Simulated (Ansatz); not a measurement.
BH3OSi2 (SMILES B1O[Si][SiH2]1)

The calculation's input:

```
crystal:
  periodic: [false, false, false]
  atoms:
    - {symbol: B, position_ang: [-2.023207, 1.716080, 0.666360]}
    - {symbol: O, position_ang: [-3.374277, 1.696331, 0.921690]}
    - {symbol: Si, position_ang: [-1.472070, -0.105447, 1.341450]}
    - {symbol: Si, position_ang: [-3.527737, 0.697724, 2.335233]}
    - {symbol: H, position_ang: [-1.489240, 2.728325, 0.273612]}
    - {symbol: H, position_ang: [-0.171933, -0.541592, 1.931607]}
    - {symbol: H, position_ang: [-1.975276, -1.094538, 0.332390]}
basis:
  gaussian:
    orbitals: def2-TZVPD
hamiltonian:
  xc: {name: PBE0}
output: {forces: true, orbitals: {seedname: orbitals}}
```

Launched as:

```sh
ansatz run input.yaml --threads 2 --pin off --max-ram 4350MiB --events-out events.jsonl --progress --plain --runs-dir runs
```

Geometry: PBE0-D3(BJ)/def2-SVP.

These are results of isolated molecule in a Gaussian basis; Kohn-Sham density functional theory, functional PBE0 (Ansatz 0.2.0), not measurements.

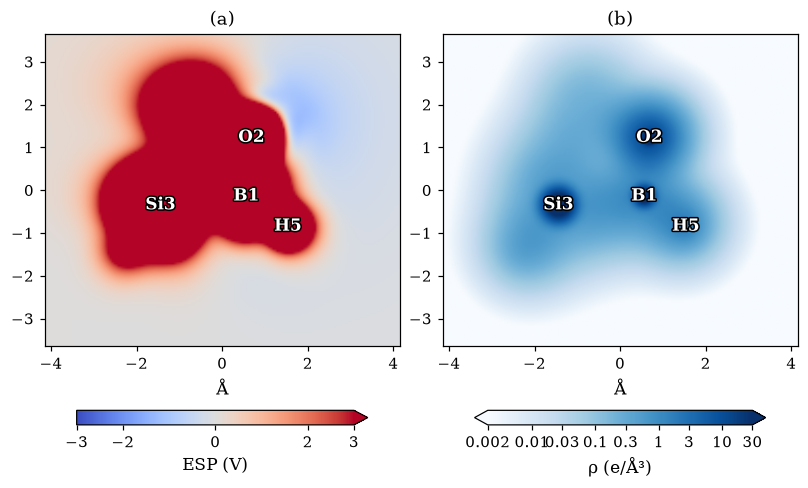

Figure 1. (a) molecular electrostatic potential; (b) total electron density on the plane of atoms O2, B1 and Si3.

> What do the fields say about this system?

- Atoms in the plane: B, O, Si and H.
- B–O (1.38 Å): ρ is about 2.1 e/Å³ halfway.
- Si–B (2.02 Å): ρ is about 0.75 e/Å³ halfway.
- B–H (1.21 Å): ρ is about 1.2 e/Å³ halfway.
- Outside the dense part of the molecule the potential is most negative (−1.2 V) near O2.

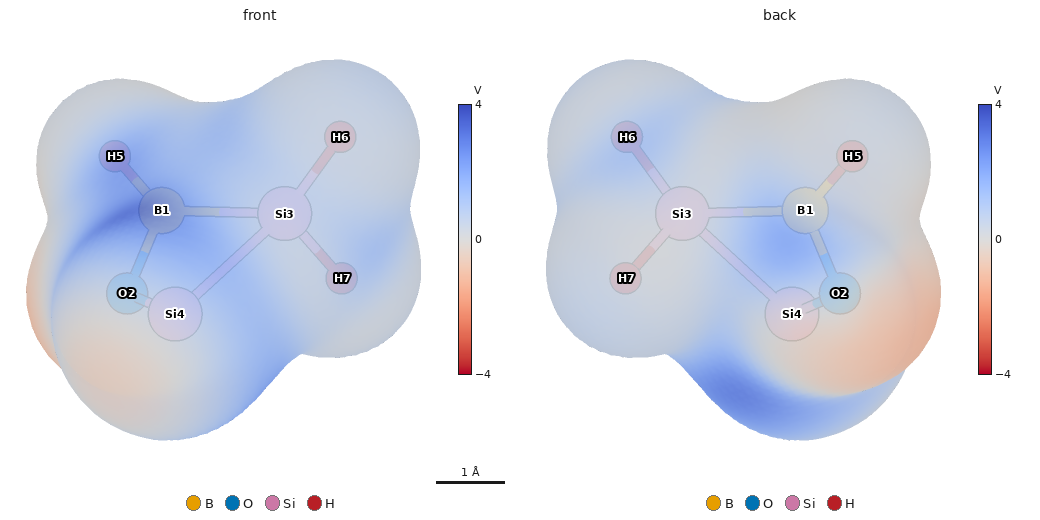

Figure 2. The molecular electrostatic potential painted on the density surface at 0.004 e/bohr³, seen from the front and from behind; red is negative and blue positive.

> Which sites attract a positive test charge, and which a negative one?

A positive charge is drawn to the negative regions and a negative charge to the positive ones. The most negative region (about −1.1 V) lies over O2, the most positive (about +3.0 V) over Si4. O2 is the likeliest acceptor of a hydrogen bond.

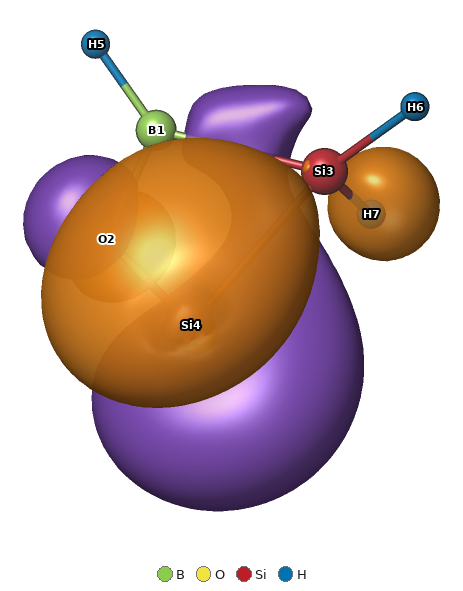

Figure 3. The LUMO at ±0.08 Å⁻³ᐟ² (orange and purple are the two phases), seen at a tilt.

> Describe this orbital and give its energy.

It lies mainly on Si4 (about 75 %) and O2 (about 10 %). Its energy is −2.77 eV.
